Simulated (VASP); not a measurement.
Band structure of CdSe (wurtzite). Method: revTPSS meta-GGA, VASP's PBE PAW potentials (set 64) (plane waves; VASP).

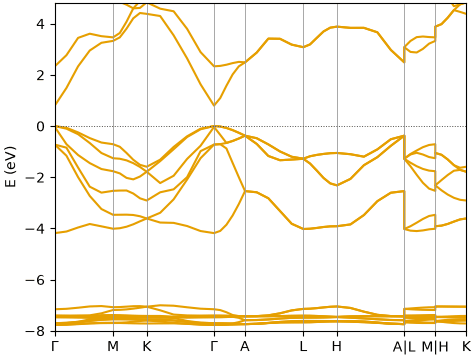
Fig. 1. Bands along high-symmetry lines, zero at the valence-band maximum or, without a gap, the Fermi level

Task: Read the plot: is there a gap, and where are the band edges?

Result: The gap is direct, 0.80 eV, from the valence maximum at Γ to the conduction minimum at Γ.

Measured: gap 1.73 eV (computed value off by -0.93 eV), as given by Abedi et al., (2022), arXiv:2211.14644.

The compound is CdSe in the wurtzite structure. It was relaxed first.
